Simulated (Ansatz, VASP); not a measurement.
# CdTe in two plane-wave programs

Wanted: the spread between two codes on one cell, functional and k mesh. The cell is taken from a series of VASP runs on this material, whose earlier steps may have relaxed, scaled or displaced it; both programs get it as it stands. Valence electrons are named where the data sets of a main pair hold unlike numbers.

Program: Ansatz 0.2.0. Level of theory: plane waves, with VASP 6.6.1 beside it; band structure at HSE06, spin-orbit coupling. Results are calculated unless marked as measured.

## (1) Starting point

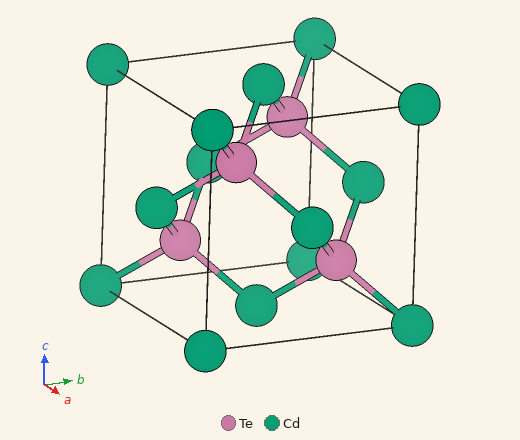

Start, viewed slightly off an axis; tellurium pink, cadmium teal. This picture shows the conventional cell, with its axes. Bonds to atoms that aren't drawn are left out. Some periodic images of atoms are drawn too.

## (2) VASP: band structure, HSE06, spin-orbit coupling

The same path points are solved in both programs, so levels can be compared one by one.

Lines of VASP's logs that name or quote its potential files are left out, and so is its time.

The run reads the wave functions of an earlier VASP run, which isn't shown here.

INCAR reads:

```
SYSTEM = CdTe
PREC = Accurate
ENCUT = 350
EDIFF = 1E-06
NELM = 100
ISMEAR = 0
SIGMA = 0.03
LREAL = .FALSE.
ALGO = Normal
LHFCALC = .TRUE.
AEXX = 0.25
GGA = PE
HFSCREEN = 0.2
LASPH = .TRUE.
LNONCOLLINEAR = .TRUE.
MAGMOM = 0 0 0 0 0 0
NBANDS = 30
GGA_COMPAT = .FALSE.
LSORBIT = .TRUE.
PRECFOCK = Fast
LORBIT = 11
LWAVE = .FALSE.
LCHARG = .FALSE.
KPAR = 2
```

POSCAR reads:

```
CdTe
1.0
    0.0000000000      3.2400000000      3.2400000000
    3.2400000000      0.0000000000      3.2400000000
    3.2400000000      3.2400000000      0.0000000000
Te Cd
1 1
Direct
    0.7500000000      0.7500000000      0.7500000000
    0.0000000000      0.0000000000      0.0000000000
```

KPOINTS reads:

```
Automatic mesh
0
Gamma
3 3 3
0 0 0
```

KPOINTS_OPT reads:

```
Line mode
10
Line-mode
Reciprocal
  0.00000000   0.00000000   0.00000000 GAMMA
  0.50000000   0.00000000   0.50000000 X

  0.50000000   0.00000000   0.50000000 X
  0.50000000   0.25000000   0.75000000 W

  0.50000000   0.25000000   0.75000000 W
  0.37500000   0.37500000   0.75000000 K

  0.37500000   0.37500000   0.75000000 K
  0.00000000   0.00000000   0.00000000 GAMMA

  0.00000000   0.00000000   0.00000000 GAMMA
  0.50000000   0.50000000   0.50000000 L

  0.50000000   0.50000000   0.50000000 L
  0.62500000   0.25000000   0.62500000 U

  0.62500000   0.25000000   0.62500000 U
  0.50000000   0.25000000   0.75000000 W

  0.50000000   0.25000000   0.75000000 W
  0.50000000   0.50000000   0.50000000 L

  0.50000000   0.50000000   0.50000000 L
  0.37500000   0.37500000   0.75000000 K

  0.62500000   0.25000000   0.62500000 U
  0.50000000   0.00000000   0.50000000 X
```

The projector-augmented-wave data sets are Te and Cd (PBE family, release 64).

The run is started by

```sh
$ mpirun -np 4 vasp_ncl
```

Numbers of over 12 decimals in the logs are rounded to 6 here.

The program printed:

```text
[banner, memory and clock lines left out]
running    4 mpi-ranks, on    1 nodes
 distrk:  each k-point on    2 cores,    2 groups
 distr:  one band on    1 cores,    2 groups

 POSCAR found type information on POSCAR TeCd
 POSCAR found :  2 types and       2 ions
 LDA part: xc-table for (Slater+PW92), standard interpolation
 found WAVECAR, reading the header
 POSCAR, INCAR and KPOINTS ok, starting setup
 FFT: planning ... GRIDC
 FFT: planning ... GRID_SOFT
 FFT: planning ... GRID
 reading WAVECAR
 the WAVECAR file was read successfully
 initial charge from wavefunction
 entering main loop
       N       E                     dE             d eps       ncg     rms          rms(c)
DAV:   1    -0.594399811131E+01   -0.59440E+01   -0.18052E+00   300   0.128E+01    0.101E+01
DAV:   2    -0.594081516380E+01    0.31829E-02   -0.12743E-01   300   0.453E+00    0.672E+00
DAV:   3    -0.593693831802E+01    0.38768E-02   -0.16637E-02   332   0.150E+00    0.422E+00
DAV:   4    -0.593624307933E+01    0.69524E-03   -0.16154E-03   312   0.378E-01    0.255E+00
DAV:   5    -0.593610551670E+01    0.13756E-03   -0.28727E-04   324   0.125E-01    0.155E+00
DAV:   6    -0.593610526888E+01    0.24781E-06   -0.60509E-05   324   0.576E-02    0.941E-01
DAV:   7    -0.593611807261E+01   -0.12804E-04   -0.73439E-06   330   0.229E-02    0.565E-01
DAV:   8    -0.593612861117E+01   -0.10539E-04   -0.23263E-06   324   0.129E-02    0.337E-01
DAV:   9    -0.593613675086E+01   -0.81397E-05   -0.10171E-06   284   0.786E-03    0.199E-01
DAV:  10    -0.593614170840E+01   -0.49575E-05   -0.50197E-07   268   0.512E-03    0.118E-01
DAV:  11    -0.593614476365E+01   -0.30552E-05   -0.23051E-07   216   0.336E-03    0.700E-02
DAV:  12    -0.593614671505E+01   -0.19514E-05   -0.12405E-07   216   0.243E-03    0.413E-02
DAV:  13    -0.593614817863E+01   -0.14636E-05   -0.62316E-08   208   0.171E-03    0.242E-02
DAV:  14    -0.593614892997E+01   -0.75133E-06   -0.27194E-08   174   0.117E-03
   1 F= -.59361489E+01 E0= -.59361489E+01  d E =-.556861E-11  mag=     0.0000    -0.0000    -0.0000
 Start KPOINTS_OPT (optional k-point list driver)
k-point batch [1-5\100]
       N       E                     dE             ncg
DAV:   1     0.163658756867E+03   -0.23397E+02      300
DAV:   2    -0.410902745416E+03   -0.57456E+03      328
DAV:   3    -0.445591536009E+03   -0.34689E+02      330
DAV:   4    -0.446378666088E+03   -0.78713E+00      394
DAV:   5    -0.446389351829E+03   -0.10686E-01      336
DAV:   6    -0.446389603546E+03   -0.25172E-03      378
DAV:   7    -0.446389609953E+03   -0.64064E-05      316
DAV:   8    -0.446389610196E+03   -0.24341E-06      270
[...]
k-point batch [96-100\100]
       N       E                     dE             ncg
DAV:   1     0.767539345578E+02   -0.21763E+04      300
DAV:   2    -0.469745104241E+03   -0.54650E+03      330
DAV:   3    -0.498739803447E+03   -0.28995E+02      392
DAV:   4    -0.499302091602E+03   -0.56229E+00      460
DAV:   5    -0.499306157272E+03   -0.40657E-02      394
DAV:   6    -0.499306187005E+03   -0.29733E-04      442
DAV:   7    -0.499306187339E+03   -0.33440E-06      290
```

OUTCAR, selected parts (step 2):

```text
ion  position               nearest neighbor table
   1  0.750  0.750  0.750-   2 2.81   2 2.81   2 2.81   2 2.81
   2  0.000  0.000  0.000-   1 2.81   1 2.81   1 2.81   1 2.81

  LATTYP: Found a face centered cubic cell.
 ALAT       =     6.4800000000

 Subroutine GETGRP returns: Found 24 space group operations
 (whereof 24 operations were pure point group operations)

The static configuration has the point symmetry T_d .

 Found      5 irreducible k-points:

   k-points           NKPTS =      5   k-points in BZ     NKDIM =     27   number of bands    NBANDS=     30

   dimension x,y,z NGX =    28 NGY =   28 NGZ =   28
   dimension x,y,z NGXF=    56 NGYF=   56 NGZF=   56

   ENCUT  =  350.0 eV  25.72 Ry    5.07 a.u.   6.99  6.99  6.99*2*pi/ulx,y,z

   NELECT =      18.0000    total number of electrons

 k-points in reciprocal lattice and weights: Automatic mesh
   0.00000000  0.00000000  0.00000000       0.037
   0.33333333  0.00000000  0.00000000       0.148
  -0.33333333  0.00000000  0.00000000       0.148
   0.33333333  0.33333333  0.00000000       0.222
  -0.33333333  0.33333333  0.00000000       0.444

  exchange ACFDT corr.  =         0.00000000  see jH, gK, PRB 81, 115126

 average (electrostatic) potential at core
       1 -87.3034       2 -32.6251

 E-fermi :   2.2795

 k-point     1 :       0.0000    0.0000    0.0000
  band No.  band energies     occupation
    ...
     14       1.2911      1.00000
     15       2.1479      1.00000
     16       2.1479      1.00000
     17       2.1479      1.00000
     18       2.1479      1.00000
     19       3.4893      0.00000
     20       3.4893      0.00000
     21       7.1309      0.00000
     22       7.1309      0.00000
     23       7.4566      0.00000
    ...

 k-point     2 :       0.3333    0.0000    0.0000
  band No.  band energies     occupation
    ...
     14      -1.9572      1.00000
     15       0.9502      1.00000
     16       0.9502      1.00000
     17       1.4714      1.00000
     18       1.4869      1.00000
     19       4.6471      0.00000
     20       4.6471      0.00000
     21       7.9079      0.00000
     22       7.9079      0.00000
     23       8.0669      0.00000
    ...

 k-point     3 :      -0.3333    0.0000    0.0000
  band No.  band energies     occupation
    ...
     14      -1.9572      1.00000
     15       0.9502      1.00000
     16       0.9502      1.00000
     17       1.4714      1.00000
     18       1.4869      1.00000
     19       4.6471      0.00000
     20       4.6471      0.00000
     21       7.9079      0.00000
     22       7.9079      0.00000
     23       8.0669      0.00000
    ...

  energy-cutoff  :      350.00
  volume of cell :       68.02
      direct lattice vectors                 reciprocal lattice vectors
     0.000000000  3.240000000  3.240000000    -0.154320988  0.154320988  0.154320988
     3.240000000  0.000000000  3.240000000     0.154320988 -0.154320988  0.154320988
     3.240000000  3.240000000  0.000000000     0.154320988  0.154320988 -0.154320988

 POSITION                                       TOTAL-FORCE (eV/Angst)
 -----------------------------------------------------------------------------------
      4.86000      4.86000      4.86000         0.000000      0.000000      0.000000
      0.00000      0.00000      0.00000        -0.000000     -0.000000     -0.000000
 -----------------------------------------------------------------------------------
    total drift:                               -0.000007     -0.000010     -0.000007

  FREE ENERGIE OF THE ION-ELECTRON SYSTEM (eV)
  ---------------------------------------------------
  free  energy   TOTEN  =        -5.9361489300 eV

  energy  without entropy=       -5.9361489300  energy(sigma->0) =       -5.93614893

 Spin-Orbit-Coupling matrix elements
 Ion:    1  E_soc:     -0.1775463
 Ion:    2  E_soc:     -0.0567306

 total charge
# of ion       s       p       d       tot
------------------------------------------
    1        1.295   2.273   0.018   3.586
    2        0.426   0.318   9.563  10.308
--------------------------------------------------
tot          1.721   2.591   9.581  13.894

 magnetization (x)
# of ion       s       p       d       tot
------------------------------------------
    1        0.000  -0.000   0.000  -0.000
    2        0.000   0.000   0.000   0.000
--------------------------------------------------
tot          0.000   0.000   0.000   0.000

 magnetization (y)
# of ion       s       p       d       tot
------------------------------------------
    1        0.000  -0.000   0.000  -0.000
    2       -0.000  -0.000   0.000  -0.000
--------------------------------------------------
tot         -0.000  -0.000   0.000  -0.000

 magnetization (z)
# of ion       s       p       d       tot
------------------------------------------
    1        0.000  -0.000  -0.000  -0.000
    2        0.000   0.000   0.000   0.000
--------------------------------------------------
tot          0.000   0.000  -0.000   0.000

[... 2 further parts left out ...]
```

(Part 1 of 2 ends here.)

[Lines on the potential files, build, host, timing and source positions are cut from VASP's logs without a mark.]

[Logs are printed without paths, hosts, clocks, repeated set-up lines and the standing remarks that a program may print on its own settings, such as how far it seeks lower states.]

[Hosts, paths, dates, database ids (printed as entryN), source tags and the programs' standing remarks are cut or masked in the printed files.]
